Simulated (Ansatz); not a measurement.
```xyz
8

Si   -1.5663    1.2394   -0.7048
C    -0.2189    0.0636   -0.6534
Si    0.6316   -0.3876    0.8908
H    -1.8542    1.1944   -2.2496
H     0.1536   -0.4395   -1.5612
H     0.5958   -1.8591    1.2801
H     0.0748    0.3320    2.0902
H     2.1287   -0.1158    0.9458
```

Computed with Ansatz 0.2.0, RKS B3LYP-D4/def2-SVP.

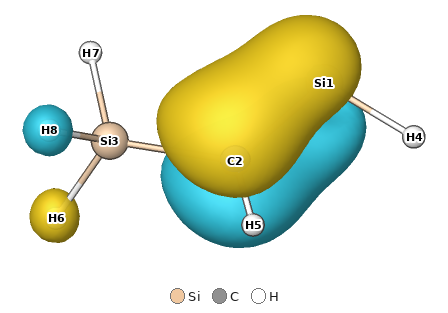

CH$_{5}$Si$_{2}$ (SMILES [SiH-]=C[SiH3]) (charge −1). The HOMO−1 at ±0.15 Å⁻³ᐟ² (yellow and cyan are the two phases), seen at a tilt.

Where does this orbital lie, and at what energy?

Answer. Its weight (Hirshfeld) is mainly on C2 (about 45 %) and Si1 (about 30 %); π-bonding across C2–Si1. Its energy is −0.77 eV.
